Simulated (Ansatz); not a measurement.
# C₃H₉InO: ionisation energy by level of theory

How much energy removes an electron from C₃H₉InO at fixed geometry? The cation is run at each level and the neutral's energy taken from earlier runs.

Method: unrestricted cation, the program's frozen cores in correlated methods; program: Ansatz 0.2.0, Gaussian basis.

Plan: UKS PBE-D4/def2-TZVPP; UKS r2SCAN-D4/def2-TZVPP; UKS PBE0-D4/def2-TZVPP; UKS B3LYP-D4/def2-TZVPP; UKS wB97X-V/def2-TZVPP; UKS wB97M-V/def2-TZVPP; UKS B2PLYP/def2-TZVPP; UHF-CCSD(T)/def2-TZVPP; UHF-MP2/def2-QZVPP; extrapolation to the limit; then −ε(HOMO) from the neutral's earlier runs with LDA (SPW92), PBE-D4, revPBE-D4, BLYP-D4, r2SCAN-D4, B97M-V, PBE0-D4, B3LYP-D4, r2SCANh-D4, r2SCAN0-D4, HSE06-D4, BHLYP-D4, CAM-B3LYP-D4, LC-ωPBE, ωB97X-V, ωB97M-V.

### Step 1. Structure used throughout

All runs share one geometry, relaxed beforehand with PBE0-D4 in a triple-zeta def2 set. In takes the def2 core potential; no spin-orbit term is included.

SMILES `CC[O][InH][CH3]`, 14 atoms, charge 0, spin multiplicity 1.

Atoms are counted from 1 here; the program's logs count them from 0.

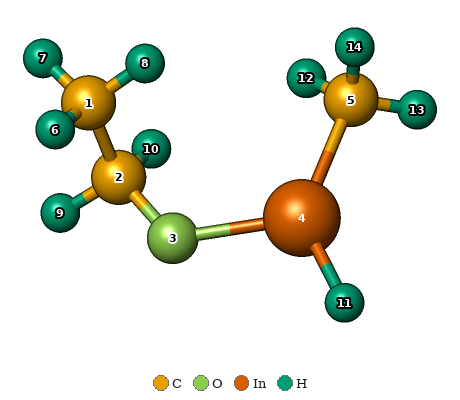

The geometry (carbon amber, oxygen green, indium orange, hydrogen teal); atoms are numbered from 1 in the order of the file.

### Step 2. Cation, UKS PBE-D4/def2-TZVPP

in.yaml reads:

```yaml
crystal:
  periodic: [false, false, false]
  atoms:
    - {symbol: C, position_ang: [0.437912, 1.587112, -1.046253]}
    - {symbol: C, position_ang: [-0.698293, 0.596886, -1.214491]}
    - {symbol: O, position_ang: [-1.483605, 0.487984, -0.063326]}
    - {symbol: In, position_ang: [-0.964301, -0.638516, 1.505756]}
    - {symbol: C, position_ang: [0.825561, -1.771918, 1.195212]}
    - {symbol: H, position_ang: [0.048035, 2.562541, -0.746607]}
    - {symbol: H, position_ang: [0.999691, 1.707874, -1.977190]}
    - {symbol: H, position_ang: [1.137198, 1.248388, -0.274091]}
    - {symbol: H, position_ang: [-1.346260, 0.929349, -2.037559]}
    - {symbol: H, position_ang: [-0.282114, -0.375455, -1.527943]}
    - {symbol: H, position_ang: [-2.107583, -0.447794, 2.759944]}
    - {symbol: H, position_ang: [1.022381, -1.866807, 0.126999]}
    - {symbol: H, position_ang: [0.743562, -2.764137, 1.639473]}
    - {symbol: H, position_ang: [1.667825, -1.255518, 1.660086]}
basis:
  gaussian: {orbitals: def2-TZVPP}
total_charge: 1
magnetization: {spin_polarized: true, initial_magnetization: 1}
hamiltonian: {xc: pbe, dispersion: d4}
```

Started as:

```sh
$ ansatz run in.yaml --threads 2 --pin off --events-out ev --progress --plain --max-ram 22528MiB --backend cuda --devices 0, --max-vram 18GiB
```

The runs that follow: Cation, UKS r2SCAN-D4/def2-TZVPP; Cation, UKS PBE0-D4/def2-TZVPP; Cation, UKS B3LYP-D4/def2-TZVPP; Cation, UKS wB97X-V/def2-TZVPP; Cation, UKS wB97M-V/def2-TZVPP; Cation, UKS B2PLYP (frozen core)/def2-TZVPP; Cation, UHF-CCSD(T)/def2-TZVPP; Cation, UHF-MP2/def2-QZVPP.

Q: Predict the results of all the runs planned. Wanted: ionisation energy, CCSD(T)/CBS; nearest functional by difference; nearest −ε(HOMO); −ε(HOMO) of PBE; T1 of the cation.

As calculated:

```
                        quantity               value
  ionisation energy, CCSD(T)/CBS             9.43 eV
nearest functional by difference   B2PLYP (-0.20 eV)
                nearest −ε(HOMO)  ωB97M-V (+0.02 eV)
                 −ε(HOMO) of PBE             5.75 eV
                T1 of the cation               0.023
```

In words: Energy differences with functionals land within 0.66 eV of the reference. −ε(HOMO) of PBE misses by 3.7 eV, since self-interaction lifts the level. Among orbital estimates ωB97M-V comes nearest. Hartree-Fock falls 1.71 eV short, as the neutral has more correlation energy than the cation. Correlated methods include outer-core shells of In, which these sets cover unevenly. With outer-core shells in play the reference is unsure by up to some tenths of an eV, so close misses can't be ranked.
